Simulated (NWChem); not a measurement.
# MgNH3S (SMILES [NH2][Mg][SH]): r2SCAN/6-311++G(3df,3pd)

What is the electronic atomisation energy of MgNH3S at r2SCAN/6-311++G(3df,3pd)? 

Program for the calculation: NWChem 7.3.0.

## Step 1: The system as given

MgNH3S: 6 atoms, total charge 0, spin state singlet. As SMILES, `[NH2][Mg][SH]`. Geometry: relaxed at PBE0-D4/def2-TZVP.

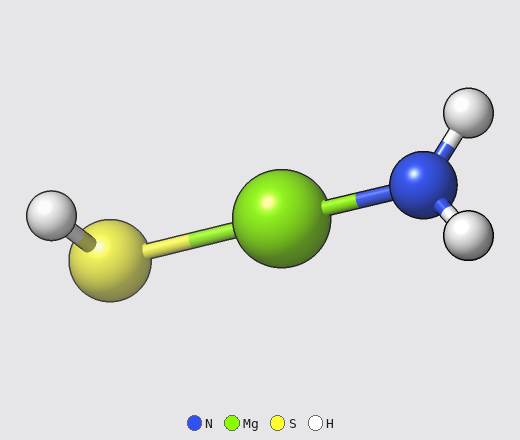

The structure, seen from a chosen angle (nitrogen blue, magnesium green, sulfur yellow, hydrogen white).

## Step 2: A single-point energy at r2SCAN/6-311++G(3df,3pd) (run 1)

Input file work.xyz:

```xyz
6
H3MgNS r2SCAN
N     -1.031800     0.193600    -1.115500
Mg     0.046800    -0.000500     0.410900
S      1.337700    -0.230500     2.288600
H     -1.178500     1.042600    -1.640300
H     -1.568300    -0.532800    -1.565300
H      2.436200    -0.536400     1.575500
```

Input file work.nw:

```
start work
title "H3MgNS r2SCAN"
memory stack 880 mb heap 220 mb global 1100 mb

geometry units angstrom noautosym nocenter noautoz
  load format xyz work.xyz
end

basis spherical bse
  * library "6-311++G(3df,3pd)"
end

dft
  xc r2scan
  grid fine
  convergence energy 1e-08
  iterations 100
  mulliken
  noprint "final vectors analysis"
end

task dft energy
```

Started as:

```sh
$ nwchem work.nw > work.out
```

The log of the run:

```text
[...]
          Wavefunction type:  closed shell.
          No. of atoms     :     6
          No. of electrons :    38
[...]
          Charge           :     0
          Spin multiplicity:     1
[...]
          AO basis - number of functions:   187
[...]
              XC Information
              --------------
                      r^2SCAN Method XC Functional
               r^2SCAN metaGGA Exchange Functional  1.000
                     r^2SCAN Correlation Potential  1.000
[...]
 d= 0,ls=0.0,diis     1   -654.7691406514 -7.63D+02  6.68D-03  1.19D+00     7.9
[...]
 d= 0,ls=0.0,diis    11   -654.8452307414 -5.22D-10  1.50D-07  1.28D-09    79.5
         Total DFT energy =     -654.845230741443
      One electron energy =    -1121.879223377190
           Coulomb energy =      409.309352996208
    Exchange-Corr. energy =      -50.229945405090
 Nuclear repulsion energy =      107.954585044629
[...]
      Total Density - Mulliken Population Analysis
     ---------------------------------------------
    Atom       Charge   Shell Charges
 -----------   ------   -------------------------------------------------------
    1 N    7     8.06   1.10  0.89  0.78  0.84  1.75  0.90  1.44  0.15  0.21  0.00  0.01 -0.01  0.00
    2 Mg  12    10.82   0.78  1.20  1.04  0.94  0.46 -0.38  2.35  3.56  0.29  0.36 -0.00 -0.02  0.01  0.02  0.12  0.03  0.06
    3 S   16    16.74   0.77  1.19  0.94  1.05  1.05  0.93  1.86  4.03  1.03  2.64  1.08  0.19 -0.07  0.00  0.02  0.02  0.00
    4 H    1     0.73   0.27  0.41  0.01 -0.01  0.00  0.04  0.00  0.00
    5 H    1     0.73   0.27  0.41  0.01 -0.01  0.00  0.04  0.00  0.00
    6 H    1     0.92   0.24  0.50  0.07  0.04  0.00  0.03  0.05  0.00
[...]
```

Wall time 80 s (1 thread of Intel Xeon Platinum 8488C (Sapphire Rapids), shared host); peak memory 0.12 GiB.

## Step 3: The H atom, same level (run 2)

Input file input.nw:

```
start input
memory 2200 mb

geometry noautosym nocenter noautoz
 H      0.000000     0.000000     0.000000
end

basis spherical bse
 * library "6-311++G(3df,3pd)"
end

dft
 xc r2scan
 mult 2
 grid fine
 convergence energy 1e-08
 maxiter 100
 mulliken
 print low
end

task dft energy
```

Run the same way, it converges to -0.49999 Eh (log not shown).

## Step 4: The Mg atom (run 3)

Input file work.nw:

```
start work
title "Mg"
memory 2200 mb
geometry noautosym nocenter noautoz
  Mg       0.000000       0.000000       0.000000
end
basis spherical bse
  * library "6-311++G(3df,3pd)"
end
dft
  xc r2scan
  grid fine
  convergence energy 1e-08
  iterations 100
  mulliken
  noprint "final vectors analysis"
end
task dft
```

Run the same way, it converges to -200.03309 Eh (log not shown).

Run 4 isn't shown in full; the table further down has it.

## Step 5: The S atom at the same level (run 5)

Input file sp.xyz:

```xyz
1

S      0.000000     0.000000     0.000000
```

Input file sp.nw:

```
start sp
memory total 2200 mb

geometry units angstroms noautosym nocenter noautoz
   load format xyz sp.xyz
end

basis spherical bse
   * library "6-311++G(3df,3pd)"
end

dft
   xc r2scan
   mult 3
   grid fine
   convergence energy 1e-08
   maxiter 100
   mulliken
   noprint "final vectors analysis"
end

task dft energy
```

Run the same way, it converges to -398.08478 Eh (log not shown).

## Step 6: Overview of the runs

```
run                       level  partner  energy (Eh)  wall time
  1    r2SCAN/6-311++G(3df,3pd)     base  -654.845231       80 s
  2  U-r2SCAN/6-311++G(3df,3pd)    atoms    -0.499993     0.87 s
  3    r2SCAN/6-311++G(3df,3pd)    atoms  -200.033091      1.9 s
  4  U-r2SCAN/6-311++G(3df,3pd)    atoms   -54.577751      1.5 s
  5  U-r2SCAN/6-311++G(3df,3pd)    atoms  -398.084785      3.6 s
```

## Step 7: What came out

At r2SCAN/6-311++G(3df,3pd):

| quantity | value |
| --- | --- |
| S atom: total energy | -398.08478 Eh |
| S atom: ⟨S²⟩ | 2.007 |
| electronic atomisation energy | 17.677 eV |

What this shows: Taking the molecule apart into free atoms costs 17.68 eV (1706 kJ/mol), before zero-point energy and without spin-orbit coupling. All runs together took 88 s, the longest 80 s.
